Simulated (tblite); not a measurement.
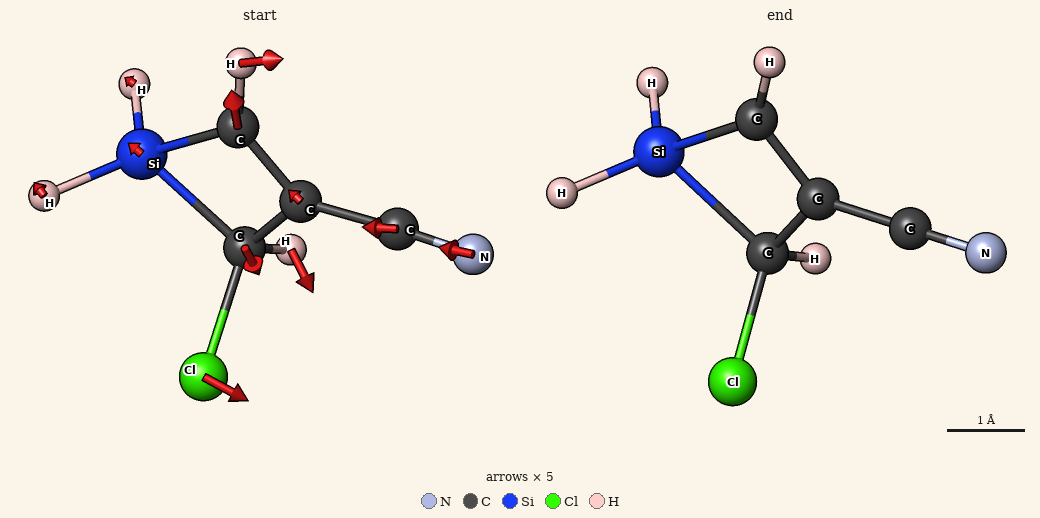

The structure of C4H4ClNSi before (left) and after (right) a relaxation, at one scale. The red arrows give the displacements, magnified 5 times.

The picture is a ball-and-stick view, seen at a tilt.

Theory: GFN2-xTB geometry optimisation, gas phase (tblite 0.8.0). 

Q: Describe what moved and what it gained.

A: The atom that moves furthest after the best rigid fit is an H atom (0.15 Å). Largest moves by element: H 0.15 Å, C 0.14 Å, Cl 0.14 Å, N 0.11 Å, Si 0.05 Å. Some distances before and after: C–Si 1.821 → 1.950 Å, C–Si 1.798 → 1.894 Å, C–C 1.446 → 1.508 Å, C–H 1.149 → 1.089 Å. Among the angles between lasting bonds that change: Si–C–H 129.3° → 139.1°, C–C–C 95.5° → 105.1°, C–C–Si 94.7° → 87.6°. After 29 geometry steps the energy has fallen by 87.2 kJ/mol. Cost: 0.15 s on 1 thread of Arm Neoverse V2, on a shared host.
